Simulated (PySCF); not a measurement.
## What a change does: NMR shielding calculation on C2HF2N

System: C2HF2N (Difluoroacetonitrile).
Method of the first run: GIAO WP04/pcSseg-2 NMR shielding, non-relativistic, gas phase (PySCF 2.14.0).

The geometry comes from this level: PBE0-D3(BJ)/def2-SVP. Text and figures count atoms from 1; the logs count them from 0 in places.

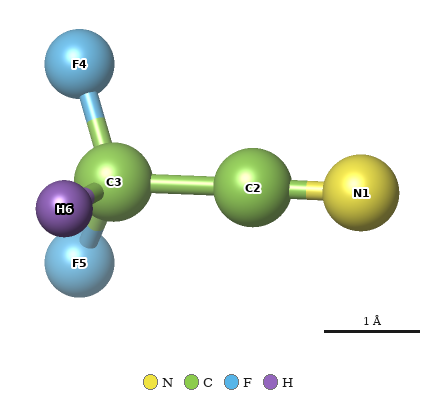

Figure 1. The input geometry (ball-and-stick view, seen at a tilt; atoms are numbered from 1 in the order of the input). Bond lengths as drawn: C–C 1.48 Å, C–F 1.34 Å, C–H 1.10 Å and C–N 1.15 Å.

**The input, the first run**
```
{"job": {"kind": "nmr", "xc": "WP04", "basis": "pcSseg-2", "pop": false}, "charge": 0, "multiplicity": 1}
N      2.171056     0.050822    -0.086527
C      1.017608     0.014817    -0.048614
C     -0.458632    -0.035278     0.051457
F     -0.980419     1.099774    -0.431444
F     -0.923182    -1.071278    -0.660115
H     -0.763313    -0.154886     1.105973
```

The first line tells a small driver script what to run in PySCF; the rest is the geometry in Å.

Launched with:
```bash
OMP_NUM_THREADS=1 python <driver script> task.json out
```

Hardware: 1 CPU thread, shared host.

**Output (the first run)**
```
coarse grid: 6032 points
cycle   1  E = -337.4110228945  dE =  7.783e-01  |g| = 1.193e+00  |ddm| = 1.743e+00
cycle   2  E = -336.5666181085  dE =  8.444e-01  |g| = 2.420e+00  |ddm| = 1.532e+00
cycle   3  E = -337.5780383430  dE = -1.011e+00  |g| = 5.063e-01  |ddm| = 1.252e+00
cycle   4  E = -337.6283171480  dE = -5.028e-02  |g| = 1.427e-01  |ddm| = 2.902e-01
cycle   5  E = -337.6321653697  dE = -3.848e-03  |g| = 3.009e-02  |ddm| = 9.604e-02
cycle   6  E = -337.6323640113  dE = -1.986e-04  |g| = 3.543e-03  |ddm| = 2.857e-02
cycle   7  E = -337.6323663133  dE = -2.302e-06  |g| = 9.311e-04  |ddm| = 2.348e-03
final grid: 61992 points
cycle   8  E = -337.6339467039  dE = -8.195e-05  |g| = 5.513e-03  |ddm| = 3.447e-02
cycle   9  E = -337.6339356655  dE =  1.104e-05  |g| = 9.796e-03  |ddm| = 6.744e-03
cycle  10  E = -337.6339506621  dE = -1.500e-05  |g| = 2.579e-03  |ddm| = 4.529e-03
cycle  11  E = -337.6339519083  dE = -1.246e-06  |g| = 8.962e-04  |ddm| = 1.552e-03
cycle  12  E = -337.6339520652  dE = -1.568e-07  |g| = 1.477e-04  |ddm| = 4.947e-04
cycle  13  E = -337.6339520692  dE = -4.072e-09  |g| = 3.881e-05  |ddm| = 1.324e-04
cycle  14  E = -337.6339520694  dE = -1.658e-10  |g| = 1.859e-05  |ddm| = 2.120e-05
converged SCF energy = -337.6339520694

GIAO shielding tensors (ppm)
atom      isotropic    diamagn.    paramagn.     s11        s22        s33       span
  0 N      -58.986     327.174    -386.160   -231.062   -227.648    281.753    512.815
  1 C       57.559     264.126    -206.567    -62.119    -58.589    293.384    355.504
  2 C       63.643     238.033    -174.391     40.102     64.602     86.223     46.121
  3 F      301.170     470.132    -168.962    182.773    342.867    377.868    195.096
  4 F      301.019     470.018    -168.999    182.341    343.143    377.573    195.232
  5 H       25.600      27.810      -2.211     23.878     24.128     28.793      4.915
```

The second run used a changed input.

**The two runs side by side**

| quantity | the first run | the second run |
| --- | --- | --- |
| outcome | converged | converged |
| total energy (hartree) | −337.633952 | −331.148819 |
| HOMO (eV) | −11.77 | −13.63 |
| LUMO (eV) | −3.06 | 1.67 |
| dipole moment (D) | 2.48 | 2.55 |
| shielding of N1 (ppm) | −59.0 | −54.0 |
| shielding of C2 (ppm) | 57.6 | 62.5 |
| shielding of C3 (ppm) | 63.6 | 79.3 |
| shielding of F4 (ppm) | 301.2 | 314.8 |
| shielding of F5 (ppm) | 301.0 | 314.6 |
| shielding of H6 (ppm) | 25.6 | 25.4 |
| SCF iterations | 14 | 14 |
| basis functions | 194 | 194 |
| wall time (shared host) | 10 s | 18 s |

Which change of the input explains these differences?

The change (lines with − go, lines with + come):
```diff
-"xc": "WP04"
+"xc": "LC-wPBE"
```

The total energies belong to different methods, so their difference says nothing on which is more stable or more accurate. The HOMO goes from −11.77 to −13.63 eV. The LUMO goes from −3.06 to 1.67 eV. The dipole moment goes from 2.48 to 2.55 D. Of all shieldings, the largest change is that of C3, by +15.7 ppm. The functional changes from WP04 to LC-wPBE. Exact exchange removes part of the self-interaction error of semilocal functionals, which pushes filled and empty levels apart. The number of SCF iterations is the same.

**Output (the second run)**
```
coarse grid: 6032 points
cycle   1  E = -330.9615818036  dE =  8.323e-01  |g| = 9.659e-01  |ddm| = 1.766e+00
cycle   2  E = -330.8646365211  dE =  9.695e-02  |g| = 1.291e+00  |ddm| = 9.658e-01
cycle   3  E = -331.1418667503  dE = -2.772e-01  |g| = 1.221e-01  |ddm| = 5.621e-01
cycle   4  E = -331.1440332384  dE = -2.166e-03  |g| = 6.332e-02  |ddm| = 8.267e-02
cycle   5  E = -331.1447805018  dE = -7.473e-04  |g| = 1.431e-02  |ddm| = 3.958e-02
cycle   6  E = -331.1448169393  dE = -3.644e-05  |g| = 2.549e-03  |ddm| = 9.349e-03
cycle   7  E = -331.1448191392  dE = -2.200e-06  |g| = 6.066e-04  |ddm| = 3.772e-03
final grid: 61992 points
cycle   8  E = -331.1488059076  dE = -1.113e-04  |g| = 9.419e-03  |ddm| = 3.533e-02
cycle   9  E = -331.1488055252  dE =  3.824e-07  |g| = 1.037e-02  |ddm| = 6.858e-03
cycle  10  E = -331.1488185917  dE = -1.307e-05  |g| = 3.009e-04  |ddm| = 3.281e-03
cycle  11  E = -331.1488186193  dE = -2.762e-08  |g| = 1.359e-04  |ddm| = 5.413e-04
cycle  12  E = -331.1488186357  dE = -1.640e-08  |g| = 9.297e-05  |ddm| = 1.207e-04
cycle  13  E = -331.1488186374  dE = -1.682e-09  |g| = 1.902e-05  |ddm| = 5.860e-05
cycle  14  E = -331.1488186375  dE = -1.305e-10  |g| = 6.011e-06  |ddm| = 2.803e-05
converged SCF energy = -331.1488186375

GIAO shielding tensors (ppm)
atom      isotropic    diamagn.    paramagn.     s11        s22        s33       span
  0 N      -54.033     330.442    -384.476   -222.575   -220.427    280.902    503.476
  1 C       62.547     264.849    -202.302    -56.376    -52.824    296.841    353.217
  2 C       79.339     236.494    -157.155     54.955     79.954    103.109     48.153
  3 F      314.770     466.270    -151.500    200.720    337.713    405.877    205.157
  4 F      314.635     466.151    -151.515    200.307    338.018    405.580    205.273
  5 H       25.355      27.865      -2.510     23.442     23.820     28.803      5.361
```
